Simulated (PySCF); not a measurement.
C3H10Si2 (SMILES C[SiH2]/C=C\[SiH3])

Input file:

```
{"job": {"kind": "nmr", "xc": "PBE0", "basis": "pcSseg-1"}, "charge": 0, "multiplicity": 1}
C     -2.017440     0.732024     0.736072
Si    -0.913002     0.811610    -0.808945
C     -0.072160    -0.853779    -1.080776
C      1.060659    -1.284400    -0.527874
Si     2.154859    -0.351264     0.686755
H     -2.572019     1.656867     0.864256
H     -2.739256    -0.077427     0.671808
H     -1.426702     0.573543     1.633645
H     -1.747271     1.086179    -1.990214
H      0.082339     1.880563    -0.657323
H     -0.584544    -1.521621    -1.770138
H      1.410604    -2.278404    -0.797332
H      3.087157    -1.313509     1.284970
H      1.355756     0.262805     1.750265
H      2.916606     0.684804    -0.017081
```

Command:

```sh
OMP_NUM_THREADS=1 python probes_run.py task.json out
```

Geometry: GFN2-xTB.

Computed with PBE0/pcSseg-1, SCF density, gas phase, non-relativistic (PySCF 2.14.0).

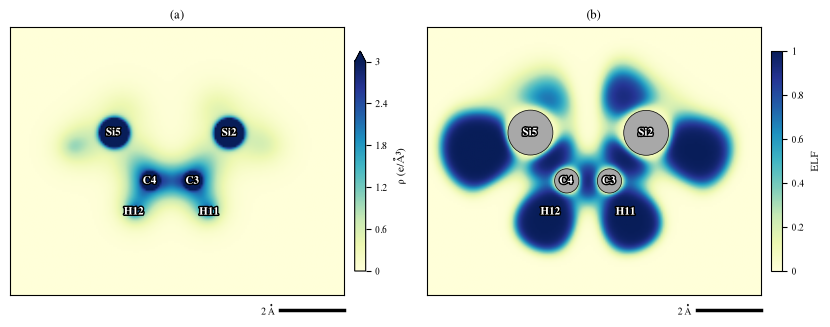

Figure 1. (a) total electron density; (b) ELF on the plane of atoms Si2, C3 and C4. Grey discs cover the atomic cores in the ELF map.

Q: Interpret the plot.

A:
- The section cuts through Si, C and H sites.
- C–C (1.33 Å): the density is about 2.3 e/Å³ at the midpoint; the ELF peaks at about 0.90 between the atoms: a short, multiple covalent bond.
- C–Si (1.88 Å): the density is about 0.94 e/Å³ at the midpoint; the ELF peaks at about 0.95 between the atoms, as expected for a covalent bond.
- C–H (1.09 Å): ρ is about 2 e/Å³ halfway; the ELF climbs to about 1 towards the hydrogen, as it does in any bond to H (an ordinary covalent bond to hydrogen).

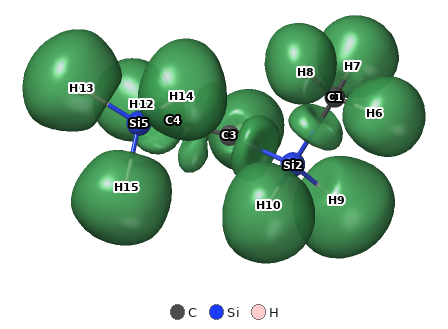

Figure 2. Isosurface of the electron localisation function at 0.8 (green), seen from one side. Only the valence region is drawn (cores and ρ < 0.01 e/Å³ removed).

Q: Where are the electrons localised?

A: The ELF exceeds this value in one region between bonded C–C atoms (shared pairs), three regions between bonded C–Si atoms (shared pairs) and ten regions around hydrogen nuclei.

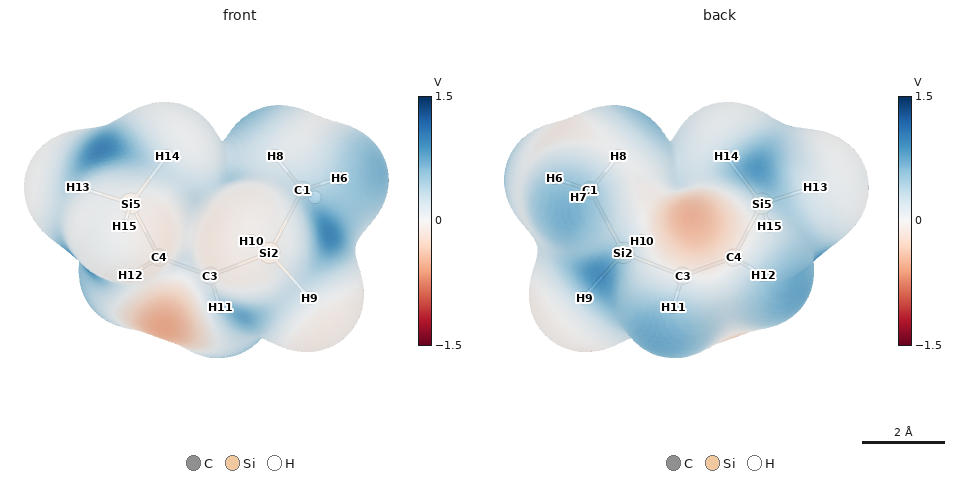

Figure 3. The electrostatic potential painted on the density surface at 0.002 e/bohr³, seen from the front and from behind; red is negative and blue positive.

Q: Where is the surface potential most negative and most positive?

A: The most negative region (about −0.5 V) lies over the π face of C3 and C4, the most positive (about +1.0 V) over Si2 and Si5.

Q: How polar is the molecule by this calculation?

A: Its dipole moment is 0.66 D.
